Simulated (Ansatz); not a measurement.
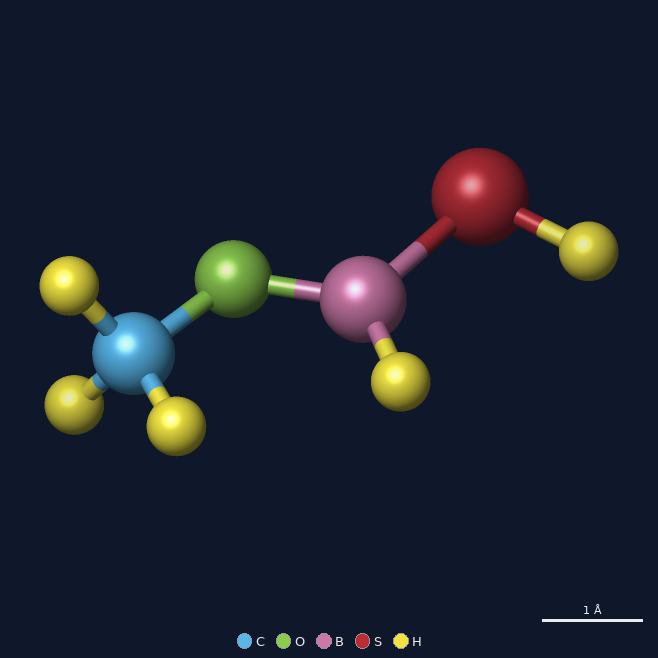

A ball-and-stick model of a molecule. Every bond is drawn as one stick, whatever its order.

Computed geometry: PBE0-D4/def2-TZVP optimisation.

Give the formula.

Answer. CH5BOS, 9 atoms: 1 carbon, 5 hydrogen, 1 boron, 1 oxygen and 1 sulfur.

Name functional groups in it.

Answer. Among them: B–H bond.

Count the bonded pairs by element.

Answer. 3 C–H, 1 C–O, 1 B–O, 1 B–S, 1 B–H, 1 S–H.

How many atoms are distinct by symmetry?

Answer. 8: 1 C, 1 O, 1 B, 1 S, 1 H, 2 H, 1 H, 1 H.

The parts below concern this one geometry. Atoms keep their numbers from picture to picture.

Shape

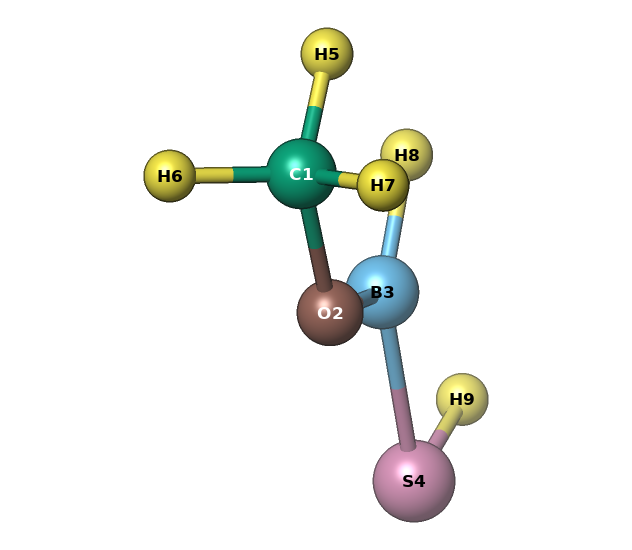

B3 lies behind O2. The molecule seen a little off the O2–B3 bond, O2 in front. Atoms fade into the background with distance from the viewer.

What is the torsion angle C1–O2–B3–S4? The sign is positive where the front bond must turn clockwise to cover the back bond.

Answer. 180°, antiperiplanar (anti).

Electronic properties

Properties computed with RKS PBE-D4/def2-TZVPP (Ansatz 0.2.0).

Predict the main results.

- dipole moment: 1.92 D
- HOMO energy (Kohn–Sham orbital): −6.31 eV
- LUMO energy (Kohn–Sham orbital): −0.95 eV
- HOMO–LUMO gap: 5.36 eV
- dispersion correction: −14.0 kJ/mol

Vibrations

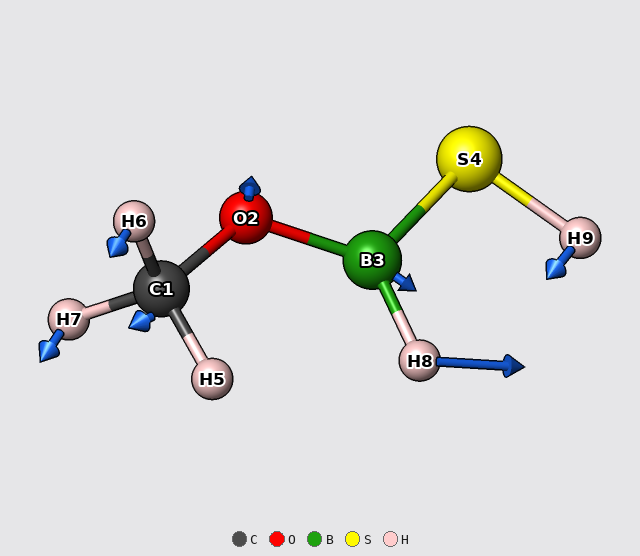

The arrows show one normal mode. Harmonic vibrations computed with RKS PBE0-D4/def2-TZVP (Ansatz 0.2.0) at a stationary point of the same level.

At what wavenumber does it lie?

Answer. 1024 cm⁻¹; it is mode 9 of 21 counted from the lowest.

Charges

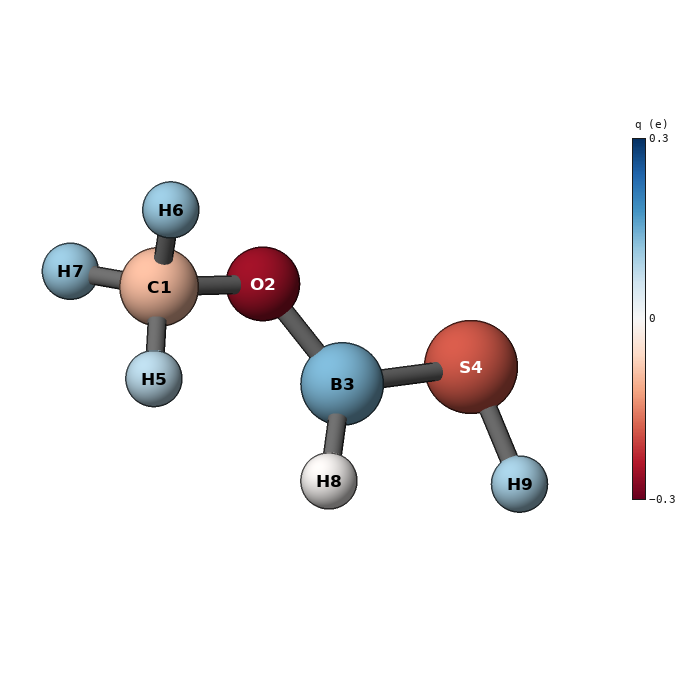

Atoms are coloured by their Mulliken charges. Method: RKS B3LYP-D4/def2-TZVPP (Ansatz 0.2.0).

Which atom carries the highest charge (most positive or least negative)?

Answer. B3 (0.13 e).

And the lowest?

Answer. O2 (−0.25 e).

List the Mulliken charges.

```tsv
atom	value (e)
C1	−0.09
O2	−0.25
B3	0.13
S4	−0.19
H5	0.08
H6	0.11
H7	0.11
H8	−0.01
H9	0.10
```

Mulliken values depend strongly on the basis set and can even reverse the polarity of a bond.
